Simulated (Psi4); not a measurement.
# [NO2]+ (SMILES O=[N+]=O): HF/STO-3G

What is the vertical singlet–triplet gap of [NO2]+ at HF/STO-3G? 

The results are computed with Psi4 1.11.

## 1. The system as given

[NO2]+: 3 atoms, total charge +1, spin state singlet. SMILES: `O=[N+]=O`. Geometry: relaxed at PBE0-D4/def2-TZVP.

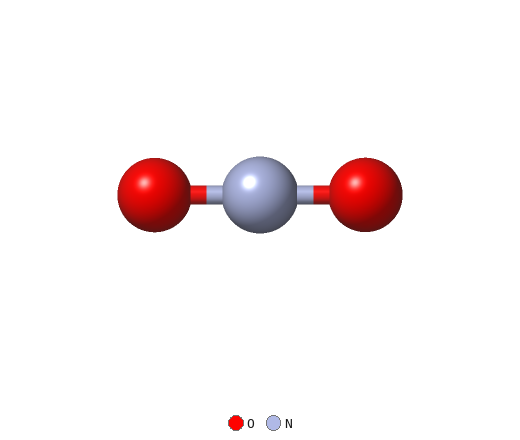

The structure, seen from a chosen angle (oxygen red, nitrogen light blue).

## 2. The energy at HF/STO-3G

Input file job.inp:

```
memory 2200 mb

molecule {
  1 1
  O     -1.08277527     1.75181391    -0.39604880
  N     -0.00001890    -0.00001890     0.00000000
  O      1.08279417    -1.75179501     0.39604880
  units au
  symmetry c1
}

set {
  reference     rhf
  puream        true
  e_convergence 1e-09
  d_convergence 1e-08
  scf_type      pk
}

result, w = energy("scf/STO-3G", return_wfn=True)
oeprop(w, "QUADRUPOLE", "MULLIKEN_CHARGES", "MAYER_INDICES", title="SCF")
```

On the command line:

```
$ psi4 job.inp job.out -n 1
```

job.out:

```text
[...]
  Running in c1 symmetry.
[...]
  Nuclear repulsion =   68.664162361828446
[...]
  Multiplicity = 1
[...]
  Nalpha       = 11
  Nbeta        = 11
[...]
    Number of basis functions: 15
[...]
   @RHF iter   1:  -200.74092398687736   -4.86818e-02   3.98857e-02 DIIS/ADIIS
[...]
   @RHF iter   9:  -200.92354211624928   -3.78009e-12   6.11205e-09 DIIS
[...]
    Orbital Energies [Eh]
    ---------------------
    Doubly Occupied:
       1A    -21.021537     2A    -21.021463     3A    -16.312839
       4A     -2.130407     5A     -1.986412     6A     -1.234308
       7A     -1.219391     8A     -1.219391     9A     -1.120529
      10A     -0.873677    11A     -0.873677
[...]
  @RHF Final Energy:  -200.92354211624928
   => Energetics <=
    Nuclear Repulsion Energy =             68.6641623618284456
    One-Electron Energy =                -401.1481505409295778
    Two-Electron Energy =                 131.5604460628518382
    Total Energy =                       -200.9235421162492798
[...]
 Multipole Moments:
 ------------------------------------------------------------------------------------
     Multipole            Electronic (a.u.)      Nuclear  (a.u.)        Total (a.u.)
 ------------------------------------------------------------------------------------
 L = 1.  Multiply by 2.5417464519 to convert [e a0] to [Debye]
 Dipole X            :         -0.0000140            0.0000001           -0.0000139
 Dipole Y            :          0.0000006           -0.0000000            0.0000006
 Dipole Z            :         -0.0000117            0.0000000           -0.0000117
 Magnitude           :                                                    0.0000181
 L = 2.  Multiply by 1.3450342976 to convert [e a0^2] to [Debye ang]
 Quadrupole XX       :         -9.2496100            0.0000000           -9.2496100
 Quadrupole XY       :          0.0000000           -0.0000000           -0.0000000
[...]
  Mulliken Charges: (a.u.)
   Center  Symbol    Alpha    Beta     Spin     Total
       1     O     3.89322  3.89322  0.00000  0.21357
       2     N     3.21357  3.21357  0.00000  0.57286
       3     O     3.89321  3.89321  0.00000  0.21357
   Total alpha = 11.00000, Total beta = 11.00000, Total charge =  1.00000
  Mayer Bond Indices:
[...]
```

Wall time 2.1 s (1 thread of Intel Xeon Platinum 8259CL at 2.50GHz (Skylake/Cascade Lake), shared host); peak memory 0.18 GiB.

## 3. The triplet, same level

Input file input.json:

```json
{
  "schema_name": "qcschema_input",
  "schema_version": 1,
  "molecule": {
    "schema_name": "qcschema_molecule",
    "schema_version": 2,
    "symbols": ["O", "N", "O"],
    "geometry": [-1.08277527, 1.75181391, -0.3960488, -1.89e-05, -1.89e-05, 0.0, 1.08279417, -1.75179501, 0.3960488],
    "molecular_charge": 1,
    "molecular_multiplicity": 3,
    "fix_symmetry": "c1"
  },
  "driver": "energy",
  "model": {
    "method": "hf",
    "basis": "STO-3G"
  },
  "keywords": {
    "reference": "uhf",
    "puream": true,
    "e_convergence": 1e-09,
    "d_convergence": 1e-08,
    "scf_type": "pk",
    "maxiter": 100,
    "scf_properties": ["LOWDIN_CHARGES", "QUADRUPOLE", "MULLIKEN_CHARGES"]
  }
}
```

On the command line:

```
$ psi4 --qcschema input.json -n 1 --memory 2200MB
```

stdout, cut to the lines that bear on the results:

```text
[...]
  Running in c1 symmetry.
[...]
  Nuclear repulsion =   68.664162361828446
[...]
  Multiplicity = 3
[...]
  Nalpha       = 12
  Nbeta        = 10
[...]
    Number of basis functions: 15
[...]
   @UHF iter   1:  -200.69742028263843   -5.17808e-03   2.64978e-02 DIIS/ADIIS
[...]
   @UHF iter  15:  -200.81171267516550   -2.24532e-12   9.70786e-09 DIIS
[...]
   @S^2 Observed:                2.005142977E+00
[...]
  @UHF Final Energy:  -200.81171267516550
   => Energetics <=
    Nuclear Repulsion Energy =             68.6641623618284456
    One-Electron Energy =                -401.2192660588912076
    Two-Electron Energy =                 131.7433910218972528
    Total Energy =                       -200.8117126751654951
  UHF NO Occupations:
  HONO-2 :   10  A 1.9989105
  HONO-1 :   11  A 1.0000000
[...]
 Multipole Moments:
 ------------------------------------------------------------------------------------
     Multipole            Electronic (a.u.)      Nuclear  (a.u.)        Total (a.u.)
 ------------------------------------------------------------------------------------
 L = 1.  Multiply by 2.5417464519 to convert [e a0] to [Debye]
 Dipole X            :          0.0000187            0.0000001            0.0000188
 Dipole Y            :          0.0000037           -0.0000000            0.0000037
 Dipole Z            :          0.0000025            0.0000000            0.0000025
 Magnitude           :                                                    0.0000193
 L = 2.  Multiply by 1.3450342976 to convert [e a0^2] to [Debye ang]
 Quadrupole XX       :         -9.2125363            0.0000000           -9.2125363
 Quadrupole XY       :         -0.0065082           -0.0000000           -0.0065082
[...]
  Mulliken Charges: (a.u.)
   Center  Symbol    Alpha    Beta     Spin     Total
       1     O     4.28458  3.38422  0.90036  0.33120
       2     N     3.43085  3.23156  0.19929  0.33759
       3     O     4.28457  3.38422  0.90035  0.33120
   Total alpha = 12.00000, Total beta = 10.00000, Total charge =  1.00000
  Lowdin Charges: (a.u.)
   Center  Symbol    Alpha    Beta     Spin     Total
       1     O     4.26888  3.38390  0.88498  0.34721
       2     N     3.46224  3.23219  0.23005  0.30557
       3     O     4.26888  3.38391  0.88497  0.34721
[...]
```

The result, in JSON:

```text
{
 "driver": "energy",
 "model": {
  "method": "hf",
  "basis": "STO-3G"
 },
 "success": true,
 "return_result": -200.8117126751655,
 "properties": {
  "calcinfo_nbasis": 15,
  "calcinfo_nmo": 15,
  "calcinfo_nalpha": 12,
  "calcinfo_nbeta": 10,
  "calcinfo_natom": 3,
  "nuclear_repulsion_energy": 68.66416236182845,
  "return_energy": -200.8117126751655,
  "scf_one_electron_energy": -401.2192660588912,
  "scf_two_electron_energy": 131.74339102189725,
  "scf_dipole_moment": [1.8798103984828057e-05, 3.7317700844763403e-06, 2.5161982791332797e-06],
  "scf_total_energy": -200.8117126751655,
  "scf_iterations": 15
 }
}
```

Run time: 1.9 s. Hardware: 1 thread of Intel Xeon Platinum 8259CL at 2.50GHz (Skylake/Cascade Lake), shared host; peak memory 0.18 GiB.

## 4. Results

At HF/STO-3G:

```
                                        quantity          value
                           singlet: total energy  -200.92354 Eh
                            singlet: HOMO energy      -23.77 eV
                            singlet: LUMO energy       -5.98 eV
                          singlet: HOMO–LUMO gap       17.79 eV
                           triplet: total energy  -200.81171 Eh
     triplet: HOMO energy (highest over α and β)      -19.80 eV
      triplet: LUMO energy (lowest over α and β)       -8.31 eV
                                   triplet: ⟨S²⟩          2.005
vertical energy of the triplet above the singlet       3.043 eV
```

In words: At this shape the triplet lies 3.04 eV (294 kJ/mol) above the singlet. In a minimal basis such a difference can be off by several eV, whatever the method.
